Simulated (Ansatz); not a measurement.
# doublet [BClF2]+: levels of theory compared

We compute a comparison of 6 runs (UHF/3-21G, U-r2SCAN0/aug-cc-pVDZ, UHSE06/aug-cc-pVDZ, UPBE-QIDH/aug-cc-pVDZ, RPA@PBE0/aug-cc-pVDZ, UCCSD(T)/aug-cc-pVDZ) of doublet [BClF2]+. 

The results are computed with Ansatz 0.2.0.

57 further runs of the same task are left out: 57 set aside as unsound or not needed.

**1. The molecule**

[BClF2]+ has 4 atoms, charge +1, and is taken as a doublet. As SMILES of the parent species, `FB(F)Cl`. The shape is that of a PBE0-D4/def2-TZVP optimisation. That shape belongs to the parent species and isn't relaxed for this state.

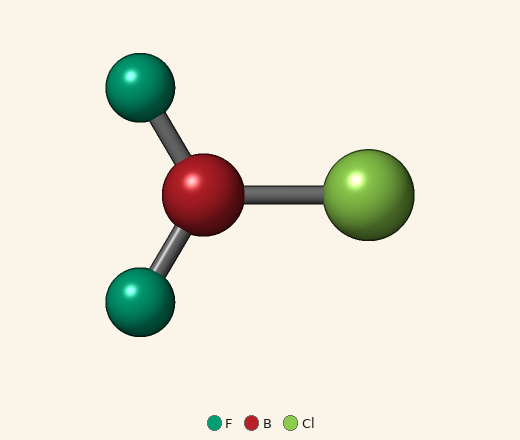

The structure, seen from a chosen angle (fluorine teal, boron red, chlorine green).

**2. The energy at UHF/3-21G (run 1)**

Input file job.yaml:

```yaml
crystal:
  periodic: [false, false, false]
  atoms:
    - {symbol: F, position_ang: [-0.173700, -1.254300, -0.546300]}
    - {symbol: B, position_ang: [-0.067100, -0.041300, -0.062000]}
    - {symbol: F, position_ang: [-1.011600, 0.830100, -0.317700]}
    - {symbol: Cl, position_ang: [1.307900, 0.405300, 0.905700]}
basis:
  gaussian:
    orbitals: 3-21G.json
total_charge: 1
magnetization:
  spin_polarized: true
  initial_magnetization: 1
hamiltonian:
  xc: hf
accuracy: high
output: {orbitals: {seedname: orbitals}}
```

The basis set 3-21G is read from a file made from the Basis Set Exchange's data (not shown).

On the command line:

```console
ansatz run job.yaml --threads 1 --pin off --max-ram 3480MiB --events-out events.jsonl --progress --plain --runs-dir runs
```

The log of the run:

```text
Warning: RAYON_NUM_THREADS=1 ignored (pool sized by the plan → 1); use --threads N
Functional definition: HF
  name "HF"
  exchange = exact_x
  correlation = 0
824 factors; integrals over basis functions are off by at most 3.1e-9 eV
mean field evaluation 1: about -18481.7047 eV, gradient 3.7e1 eV
mean field evaluation 2: about -18481.7069 eV, gradient 3.7e1 eV
mean field evaluation 4: about -18486.4647 eV, gradient 1.5e0 eV
mean field evaluation 8: about -18486.4865 eV, gradient 1.7e-3 eV
mean field evaluation 16: about -18486.3411 eV, gradient 4.5e-1 eV
mean field evaluation 32: about -18486.3504 eV, gradient 3.1e-1 eV
mean field -18486.48653523 eV, -679.3658495792 hartree, gradient 8.2e-8 eV, S^2 0.751922; 2 other end points of the search recorded, 0 dependent functions left out
reference -18486.48653523 eV, -679.3658495792 hartree; 20, 19 occupied and 20, 21 virtual orbitals, 824 factors
Total energy: -18486.48653523 eV, -679.3658495792 hartree
```

Run time: 0.77 s. Hardware: 1 thread of Arm Neoverse V1, shared host; peak memory 0.1 GiB.

**3. A single-point energy at U-r2SCAN0/aug-cc-pVDZ (run 2)**

job.yaml, as its differences from that of step 2:

```diff
@@ -9,3 +9,3 @@
   gaussian:
-    orbitals: 3-21G.json
+    orbitals: aug-cc-pVDZ
 total_charge: 1
@@ -15,3 +15,3 @@
 hamiltonian:
-  xc: hf
+  xc: {name: r2SCAN0}
 accuracy: high
```

On the command line:

```console
ansatz run job.yaml --threads 1 --pin off --max-ram 3480MiB --events-out events.jsonl --progress --plain --runs-dir runs
```

The log of the run:

```text
Warning: RAYON_NUM_THREADS=1 ignored (pool sized by the plan → 1); use --threads N
Functional definition: r2SCAN0
  name "r2SCAN0"
  parameter a = 0.25
  parameter k0 = 0.174
  parameter k1 = 0.065
  parameter a1 = 4.9479
  exchange = (1 - a)*r2scan_x(k0 = k0, k1 = k1, a1 = a1) + a*exact_x
  correlation = r2scan_c
1878 factors; integrals over basis functions are off by at most 2.9e-9 eV
mean field evaluation 1: about -18611.3389 eV, gradient 5.2e1 eV
mean field evaluation 2: about -18580.1077 eV, gradient 1.0e2 eV
mean field evaluation 4: about -18620.4481 eV, gradient 1.8e0 eV
mean field evaluation 8: about -18620.5876 eV, gradient 3.1e-1 eV
mean field evaluation 16: about -18620.5882 eV, gradient 3.2e-4 eV
mean field evaluation 32: about -18620.5882 eV, gradient 5.0e-7 eV
mean field -18620.58817746 eV, -684.2939940338 hartree, gradient 3.7e-8 eV, S^2 0.755154; 2 other end points of the search recorded, 0 dependent functions left out
reference -18620.58818174 eV, -684.2939941910 hartree; 20, 19 occupied and 76, 77 virtual orbitals, 1878 factors
Total energy: -18620.58818174 eV, -684.2939941910 hartree
```

Run time: 38 s. Hardware: 1 thread of Arm Neoverse V1, shared host; peak memory 0.53 GiB.

Run 3 isn't shown in full; the table further down has it.

**4. A single-point energy at UPBE-QIDH/aug-cc-pVDZ (run 4)**

Input file input.yaml:

```yaml
crystal:
  periodic: [false, false, false]
  atoms:
    - {symbol: F, position_ang: [-0.173700, -1.254300, -0.546300]}
    - {symbol: B, position_ang: [-0.067100, -0.041300, -0.062000]}
    - {symbol: F, position_ang: [-1.011600, 0.830100, -0.317700]}
    - {symbol: Cl, position_ang: [1.307900, 0.405300, 0.905700]}
basis:
  gaussian: {orbitals: aug-cc-pVDZ}
total_charge: 1
magnetization: {spin_polarized: true, initial_magnetization: 1}
hamiltonian: {xc: {name: PBE-QIDH}}
correlation: {frozen_orbitals: {B: 1, Cl: 5, F: 1}}
accuracy: high
output: {orbitals: {seedname: orbitals}}
```

On the command line:

```console
ansatz run input.yaml --threads 1 --pin off --max-ram 3480MiB --events-out events.jsonl --progress --plain --runs-dir runs
```

The log of the run, cut to the lines that bear on the results:

```text
Warning: RAYON_NUM_THREADS=1 ignored (pool sized by the plan → 1); use --threads N
Functional definition: PBE-QIDH
  name "PBE-QIDH"
[...]
1878 factors; integrals over basis functions are off by at most 2.9e-9 eV
[...]
mean field -18604.16202774 eV, -683.6903441655 hartree, gradient 7.5e-8 eV, S^2 0.755917; 4 other end points of the search recorded, 0 dependent functions left out
8 core orbitals not correlated: weight in the atoms' cores, before any rotation towards them, 1.000 or more for the frozen orbitals, at most 0.000 for the correlated occupied ones
reference -18604.16203022 eV, -683.6903442566 hartree; 12, 11 occupied and 76, 77 virtual orbitals, 1878 factors
second order -18.24480679 eV of doubles, -0.00000000 eV of singles
Total energy: -18610.24363248 eV, -683.9138390174 hartree
```

Wall time 26 s (1 thread of Arm Neoverse V1, shared host); peak memory 0.43 GiB.

Run 5 isn't shown in full; the table further down has it.

**5. A single-point energy at UCCSD(T)/aug-cc-pVDZ (run 6)**

Input file molecule.yaml:

```yaml
crystal:
  periodic: [false, false, false]
  atoms:
    - {symbol: F, position_ang: [-0.173700, -1.254300, -0.546300]}
    - {symbol: B, position_ang: [-0.067100, -0.041300, -0.062000]}
    - {symbol: F, position_ang: [-1.011600, 0.830100, -0.317700]}
    - {symbol: Cl, position_ang: [1.307900, 0.405300, 0.905700]}
basis:
  gaussian:
    orbitals: aug-cc-pVDZ
total_charge: 1
magnetization:
  spin_polarized: true
  initial_magnetization: 1
correlation:
  method: ccsd_t
  frozen_orbitals: {B: 1, Cl: 5, F: 1}
accuracy: high
scf:
  omitted_lower_state_checks: [cluster_reference, increment]
```

On the command line:

```console
ansatz run molecule.yaml --threads 1 --pin off --max-ram 3480MiB --events-out events.jsonl --progress --plain --runs-dir runs
```

The log of the run, cut to the lines that bear on the results:

```text
Warning: RAYON_NUM_THREADS=1 ignored (pool sized by the plan → 1); use --threads N
[... 2 set-up lines as earlier in the session ...]
[...]
1878 factors; integrals over basis functions are off by at most 2.9e-9 eV
[...]
mean field -18580.41220486 eV, -682.8175542727 hartree, gradient 9.9e-9 eV, S^2 0.758504; 4 other end points of the search recorded, 0 dependent functions left out
8 core orbitals not correlated: weight in the atoms' cores, before any rotation towards them, 1.000 or more for the frozen orbitals, at most 0.000 for the correlated occupied ones
reference -18580.41220486 eV, -682.8175542727 hartree; 12, 11 occupied and 76, 77 virtual orbitals, 1878 factors
second order -16.16989157 eV of doubles, -0.00000000 eV of singles
cycle   1  -16.25064949 eV  change   -8.1e-2 eV  update   1.1e-1
[...]
cycle  26  -16.73880841 eV  change   -1.2e-9 eV  update   2.1e-9
perturbative correction -0.44087454 eV, -0.0162018406 hartree
Total energy: -18597.59188781 eV, -683.4488959765 hartree
Checks for a lower state left out: cluster_reference, increment
```

Run time: 97 s. Hardware: 1 thread of Arm Neoverse V1, shared host; peak memory 1.2 GiB.

**6. All runs side by side**

```
run                  level  frozen core orbitals  energy (Eh)  HOMO energy (eV)  LUMO energy (eV)   ⟨S²⟩  wall time
  1              UHF/3-21G                     –  -679.365850            -23.23            -11.15  0.752     0.77 s
  2  U-r2SCAN0/aug-cc-pVDZ                     –  -684.293994            -19.39            -15.45  0.755       38 s
  3     UHSE06/aug-cc-pVDZ                     –  -684.063577            -18.62            -16.06  0.753       19 s
  4  UPBE-QIDH/aug-cc-pVDZ                     8  -683.913839            -21.82            -13.04  0.756       26 s
  5   RPA@PBE0/aug-cc-pVDZ                     8  -683.622030                 –                 –  0.753       29 s
  6   UCCSD(T)/aug-cc-pVDZ                     8  -683.448896                 –                 –  0.759       97 s
```

**7. Results**

```
                                          quantity          value
                               run 6: total energy  -683.44890 Eh
run 6: correlation energy (8 core orbitals frozen)     -631.3 mEh
                             run 6: (T) correction     -16.20 mEh
          run 6: ⟨S²⟩ of the reference determinant          0.759
                              run 6: T1 diagnostic          0.019
```

What this shows: Totals of different functionals can't be ranked against each other. All runs together took 3.5 min, the longest 97 s.
